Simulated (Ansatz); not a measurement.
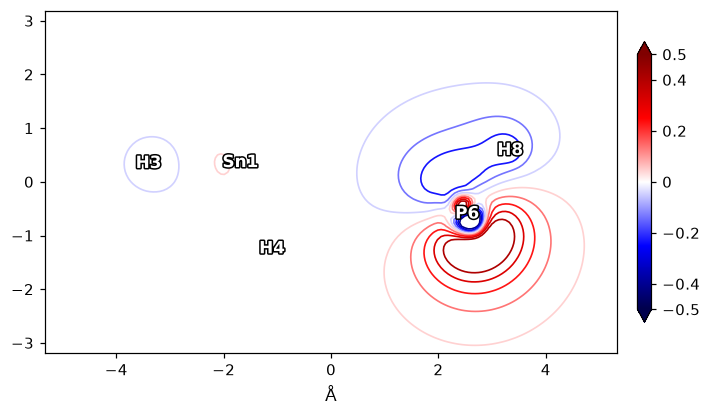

*H4Sn···PH3. The HOMO on the plane of atoms H3, Sn1 and H4 (values in Å⁻³ᐟ²; the overall sign is arbitrary).*

Core potentials replace the inner electrons of Sn.

Method: Ansatz 0.2.0, RKS PBE0-D4/def2-SVP.

```xyz
9

Sn    0.5145   -0.0792   -0.1846
H     0.8494   -0.1513    1.4918
H     1.9725    0.1436   -1.0516
H    -0.5433    1.2296   -0.4950
H    -0.2279   -1.5392   -0.6793
P    -3.4433    0.2097    1.5468
H    -2.9642   -0.6284    0.4936
H    -3.7207   -0.8990    2.4045
H    -2.1375    0.4020    2.0941
```

Question: What is the character of this orbital?

Answer: By Hirshfeld shares it lies mainly on P6 (about 80 %) and H8 (about 5 %); largely a lone pair of P6. Its energy is −7.81 eV.
